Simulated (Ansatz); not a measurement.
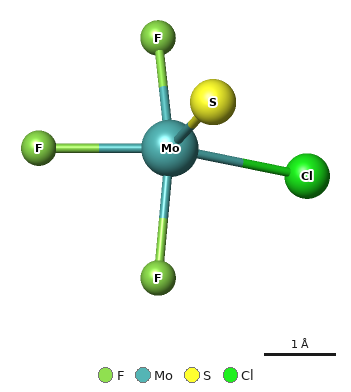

This is the input geometry for a relaxation of MoSClF3. Style: ball-and-stick. Shown at a tilt.

The start comes from PBE-D4/def2-SVP.

Method: RKS PBE0-D4/def2-TZVP (Ansatz 0.2.0).

The input:
```yaml
crystal:
  periodic: [false, false, false]
  atoms:
    - {symbol: F, position_ang: [-1.389457, 0.749981, -0.977529]}
    - {symbol: Mo, position_ang: [-0.023998, -0.062569, -0.016267]}
    - {symbol: F, position_ang: [-1.045085, -1.607682, -0.191100]}
    - {symbol: F, position_ang: [0.644620, -0.876039, 1.513388]}
    - {symbol: S, position_ang: [1.545044, -0.218001, -1.398665]}
    - {symbol: Cl, position_ang: [0.310877, 1.950411, 1.023972]}
basis:
  gaussian: {orbitals: def2-TZVP}
hamiltonian: {xc: pbe0, dispersion: d4}
relax: {f_tol: 0.005, max_steps: 150}
```

Question: What does the optimiser find from here?

Answer: The atom that moves furthest after the best rigid fit is Cl6 (0.036 Å). Largest moves by element: Cl 0.036 Å, F 0.028 Å, S 0.024 Å, Mo 0.012 Å. Among the contacts that change: Mo2–S5 2.097 → 2.060 Å, Mo2–Cl6 2.290 → 2.259 Å, F1–Mo2 1.857 → 1.837 Å. After 4 geometry steps the energy has fallen by 1.31 kcal/mol. Largest force component: 0.96 eV/Å at the start, 0.0017 eV/Å at the end.

Final geometry:

```xyz
6

F    -1.3693    0.7426   -0.9683
Mo   -0.0148   -0.0632   -0.0242
F    -1.0401   -1.5832   -0.1792
F     0.6408   -0.8643    1.4936
S     1.5275   -0.2141   -1.3820
Cl    0.2979    1.9183    1.0138
```
